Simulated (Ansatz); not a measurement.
# Convergence study of zone-centre phonons against the mesh for HfC (Fm-3m, 2 atoms in the cell)

```
CELL_PARAMETERS angstrom
      0.00000     2.33160     2.33160
      2.33160     0.00000     2.33160
      2.33160     2.33160     0.00000
ATOMIC_POSITIONS crystal
  Hf 0.00000 0.00000 0.00000
  C  0.50000 0.50000 0.50000
```

Level of theory: LDA (PW92), default PAW files made with PBE (plane waves; Ansatz, an electronic-structure program).

Base settings: basis.ecutwfc = 30.9 Ry; kpoints.mp_grid.grid = 12 12 12; hamiltonian.xc = lda; hamiltonian.pseudopotentials = {kind: paw} (the program's default PAW files); scf.occupations.method = fermi_dirac; scf.occupations.width = 0.0073 Ry.

In this ladder: phonons.method = dfpt.

Frequencies are those of the unrelaxed cell, without the LO-TO term of polar crystals.

Only quantities that move along the ladder and can be compared are tabulated.

The starting cell has typed, rounded lattice constants, without a prior relaxation at this level. Its lattice was rescaled by up to half a per cent. In the base run, with a pressure of about -14 GPa the cell is away from its equilibrium volume at this level.

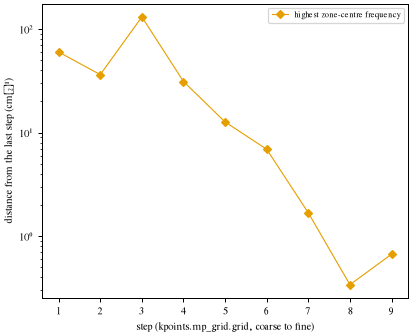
Figure: Distance from the last step along the ladder; very small values are drawn at a floor.

```csv
kpoints.mp_grid.grid,highest zone-centre frequency (cm⁻¹)
3 3 3,467.6
4 4 4,371.1
5 5 5,276.2
6 6 6,376.2
8 8 8,420.1
9 9 9,414.3
14 14 14,409.1
18 18 18,407.8
22 22 22,406.8
28 28 28,407.4
```

Coarsest kpoints.mp_grid.grid that holds the highest zone-centre frequency within 5 cm⁻¹ of the last step, with all finer ones: 14 14 14; the step before is off by 6.9 cm⁻¹.

Keys are those of Ansatz 0.2.
